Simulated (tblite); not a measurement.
# Relaxed scan, with input and output: SiH$_{4}$S$_{2}$

The run: relaxed scan of SiH$_{4}$S$_{2}$, SMILES [SiH3]SS. Method and program: GFN2-xTB relaxed scan under a harmonic restraint, gas phase (tblite 0.8.0).

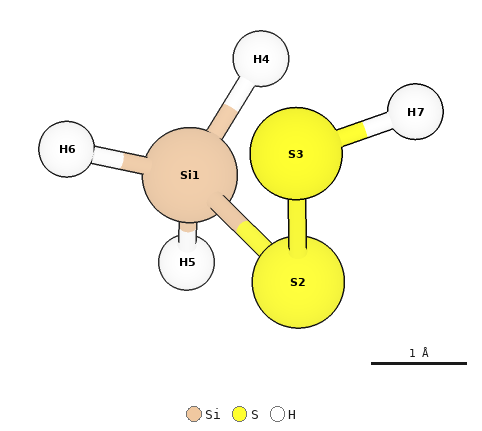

Figure 1. The input geometry (ball-and-stick view, seen at a tilt; atoms are numbered from 1 in the order of the input).

The input
```
{"job": {"xc": "GFN2-xTB", "basis": "xTB", "coordinate": [["t", [0, 1, 2, 6], 1.0]], "kind": "drive"}, "charge": 0, "multiplicity": 1}
Si    -1.047005     0.338119    -0.031490
S      0.326905    -0.946567    -1.108074
S      1.889985    -0.958432     0.233381
H     -0.371977     1.620537     0.124646
H     -2.188435     0.370649    -0.926950
H     -1.298493    -0.299874     1.252211
H      2.692355    -0.119529    -0.429876
```

The first line tells a small driver script what to run in tblite; the rest is the geometry in Å.

Run as:
```bash
OMP_NUM_THREADS=1 python <driver script> task.json out
```

Output
```
point  coordinate     E/eV
  0    -89.000     -280.16894
  1    -74.100     -280.14907
  2    -59.200     -280.11629
  3    -44.200     -280.07376
  4    -29.200     -280.02811
  5    -14.000     -279.99679
  6      1.200     -279.98342
  7     16.400     -280.00043
  8     31.500     -280.03574
  9     46.500     -280.08085
 10     61.500     -280.12133
 11     76.400     -280.15177
```

Summary

```tsv
quantity	value
outcome	converged
hardware	1 CPU thread, shared host
wall time	1.2 s
peak memory	0.19 GiB
```
